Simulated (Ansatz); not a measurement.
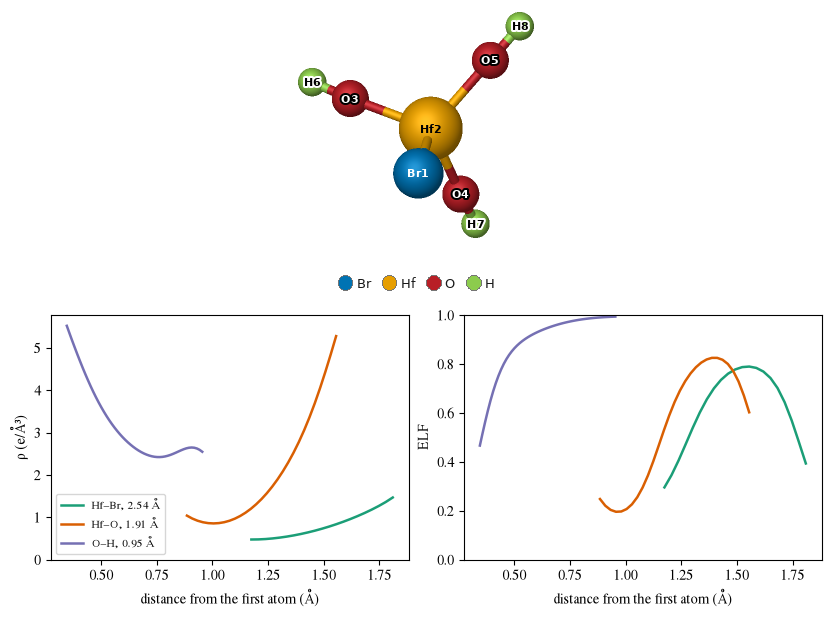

The picture shows: BrH3HfO3. Electron density and ELF along straight lines between neighbouring atoms. The curves leave out the atomic cores. The structure is drawn too.

Geometry: PBE0-D4/def2-SVP; core potentials replace the inner electrons of Hf.

Theory: Ansatz 0.2.0, isolated molecule in a Gaussian basis; Kohn-Sham density functional theory, functional PBE0.

```xyz
8

Br    1.7362    0.0655   -2.1134
Hf    0.0198   -0.0816   -0.2470
O     0.9182    0.0539    1.4379
O    -0.8891   -1.7618   -0.3695
O    -1.2320    1.3539   -0.4377
H     1.2829    0.1194    2.3173
H    -1.3893   -2.5743   -0.3499
H    -1.9059    2.0291   -0.4612
```

> What can be read from the curves?

Hf–Br (2.54 Å): ρ at the midpoint is about 0.5 e/Å³; the ELF peaks at about 0.80 in the valence shell of Br, 1.0 Å from its nucleus, and is about 0.45 at the midpoint.
Hf–O (1.91 Å): ρ is about 0.88 e/Å³ halfway; the ELF peaks at about 0.85 in the valence shell of O, 0.5 Å from its nucleus, and drops to about 0.20 between the two atoms.
O–H (0.95 Å): ρ at the midpoint is about 3.8 e/Å³; the ELF climbs to about 1 towards the hydrogen, as it does in any bond to H; an ordinary covalent bond to hydrogen.
